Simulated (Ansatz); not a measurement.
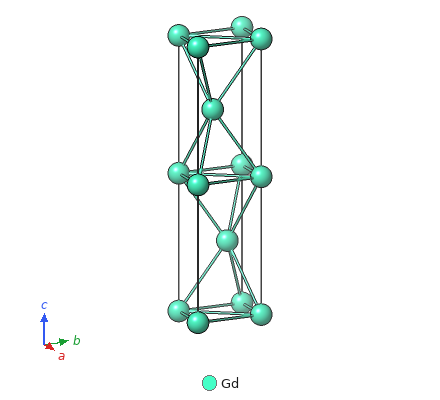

Gd (P6_3/mmc, No. 194): coordinates from a relaxation at fixed volume with DFT PBE, spin-orbit coupling, plane waves, PAW in Ansatz; the starting structure was generated, so it need not be a known form of this composition.

```
Gd
1.0
     3.60386    0.00000    0.00000
    -1.80193    3.12103    0.00000
     0.00000    0.00000   11.63360
Gd
4
Direct
  0.00000 0.00000 0.00000
  0.00000 0.00000 0.50000
  0.33333 0.66667 0.25000
  0.66667 0.33333 0.75000
```

> What will a HAADF-like image along [310] show? Simulation: incoherent imaging, intensity Z^1.7 per atom, probe width 0.62 Å, thin sample. The probe carries 15 % of its weight in a tail 2.5 times as wide. Shot noise was added.

The columns repeat on a rectangular net of 1.18 × 11.63 Å (plane group p2mg). All columns are alike (Gd). The shortest distance between visible columns is 1.18 Å in projection. Along the beam the structure repeats every 9.53 Å.

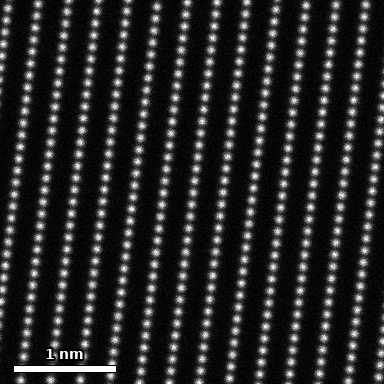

The simulated image.
